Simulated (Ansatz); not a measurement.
## Electronic structure of C2H8N2Si (SMILES N=C([SiH3])CN) in real space

```xyz
13

N    -1.4232    0.0099    1.0047
C    -0.3355   -0.2530    0.4077
Si    0.7066   -1.6864    1.0737
C     0.1678    0.5245   -0.7958
N    -0.6368    1.6978   -1.0564
H    -1.8734    0.8046    0.5297
H     1.9682   -1.1497    1.6560
H     1.0888   -2.5896   -0.0483
H    -0.0561   -2.4331    2.0987
H     1.2387    0.7349   -0.6501
H     0.1164   -0.1460   -1.6612
H    -0.3260    2.4916   -0.5130
H    -0.6152    1.9595   -2.0308
```

Geometry: PBE0-D4/def2-TZVP.

Level of theory: RKS PBE0-D4/def2-TZVPP (Ansatz).

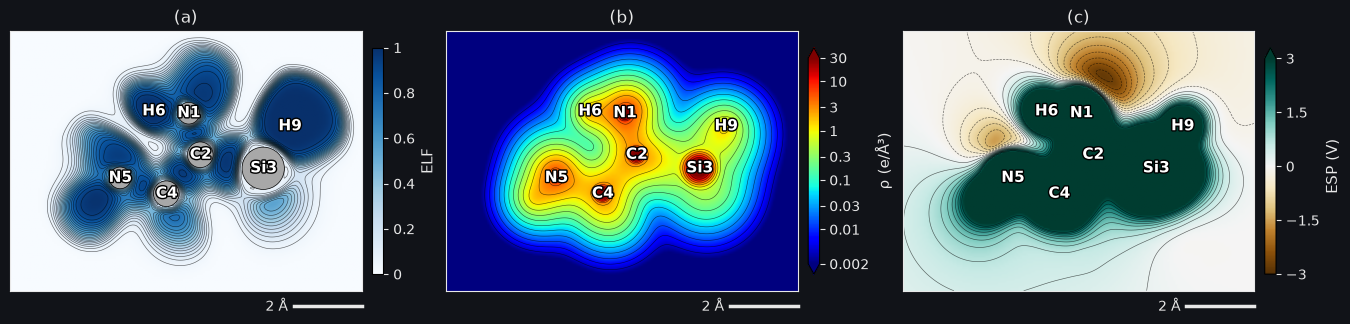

Figure 1. (a) ELF; (b) total electron density; (c) electrostatic potential on the plane of atoms N1, C2 and C4. Grey discs cover the atomic cores in the ELF map.

Question: What do the fields say about this system?

Answer:
- The section cuts through N, C, Si and H sites.
- C–N (1.27 Å): the density is about 2.9 e/Å³ at the midpoint; the ELF peaks at about 0.90 between the atoms (a multiple bond).
- C–C (1.52 Å): the density is about 1.7 e/Å³ at the midpoint; the ELF peaks at about 0.95 between the atoms, as expected for localised, covalent bonding.
- C–Si (1.89 Å): the density is about 0.96 e/Å³ at the midpoint; the ELF peaks at about 1 between the atoms; a shared electron pair.
- N–H (1.03 Å): ρ is about 2.9 e/Å³ halfway; the ELF climbs to about 1 towards the hydrogen, as it does in any bond to H: a covalent bond by its length.
- C–N (1.45 Å): the density is about 2 e/Å³ at the midpoint; the ELF peaks at about 0.95 between the atoms: a shared electron pair.
- The ELF also peaks beside N5 and N1, away from the bonds: lone-pair regions.
- Outside the dense part of the molecule the potential is most negative (−2.8 V) near N1.

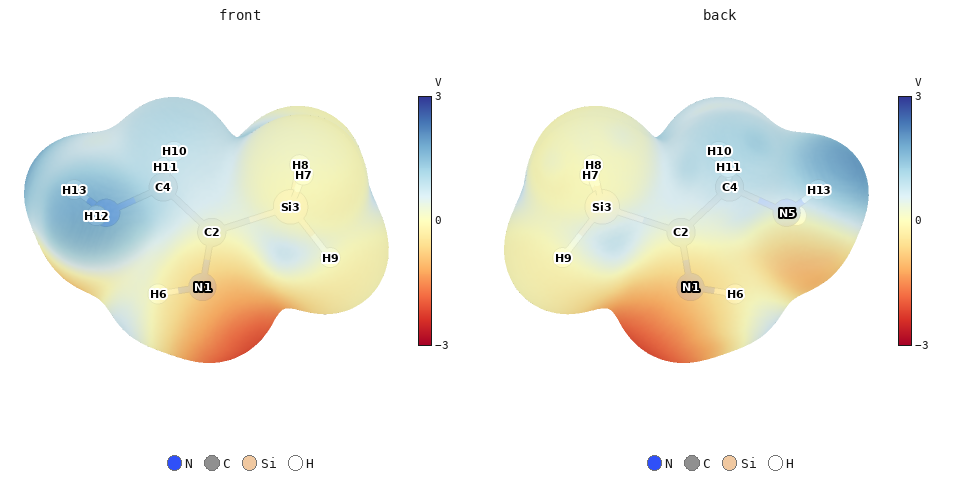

Figure 2. The electrostatic potential painted on the density surface at 0.002 e/bohr³, seen from the front and from behind; red is negative and blue positive.

Question: Which sites attract a positive test charge, and which a negative one?

Answer: A positive charge is drawn to the negative regions and a negative charge to the positive ones. The most negative region (about −2.0 V) lies over N1, the most positive (about +1.9 V) over H12 and H13. N1 is the likeliest acceptor of a hydrogen bond.

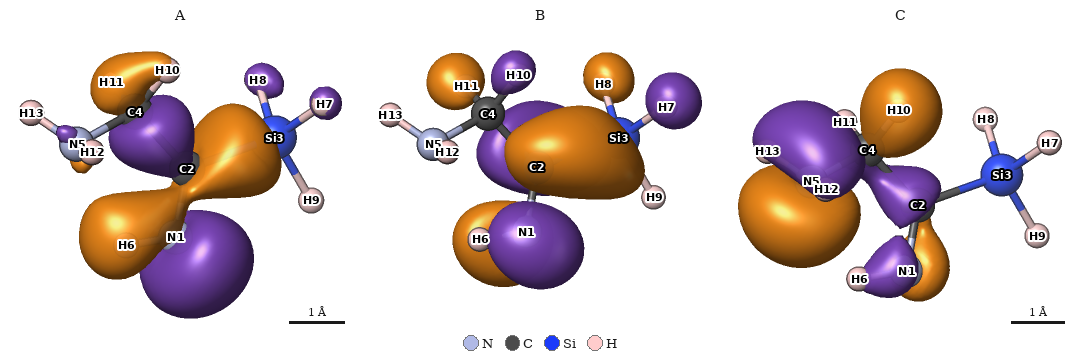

Figure 3. Three frontier orbitals at ±0.1 Å⁻³ᐟ² (orange and purple are the two phases), in no order.

Question: Which picture is the HOMO−1, the HOMO and the LUMO?

Answer: C is the HOMO−1 (−7.59 eV). By Hirshfeld shares it lies mainly on N5 (about 65 %), C4 (about 10 %) and H10 (about 5 %). A is the HOMO (−7.13 eV). It lies mainly on N1 (about 50 %), C2 (about 15 %), C4 (about 10 %), Si3 (about 10 %) and H6 (about 10 %). B is the LUMO (−0.41 eV). By Hirshfeld shares it lies mainly on N1 (about 35 %), C2 (about 30 %) and Si3 (about 15 %); π-antibonding (π*) across N1–C2.

Question: What is the HOMO–LUMO gap?

Answer: 6.72 eV between the orbital energies.

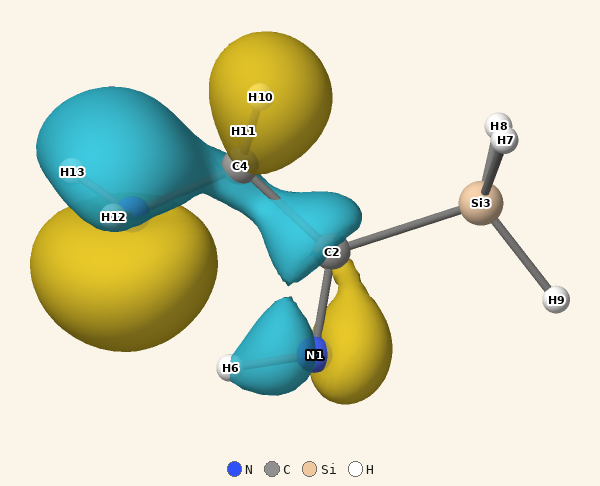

Figure 4. The HOMO−1 at ±0.1 Å⁻³ᐟ² (yellow and cyan are the two phases), seen across its widest extent.

Question: What is the character of this orbital?

Answer: Its weight (Hirshfeld) is mainly on N5 (about 65 %), C4 (about 10 %) and H10 (about 5 %). Its energy is −7.59 eV.
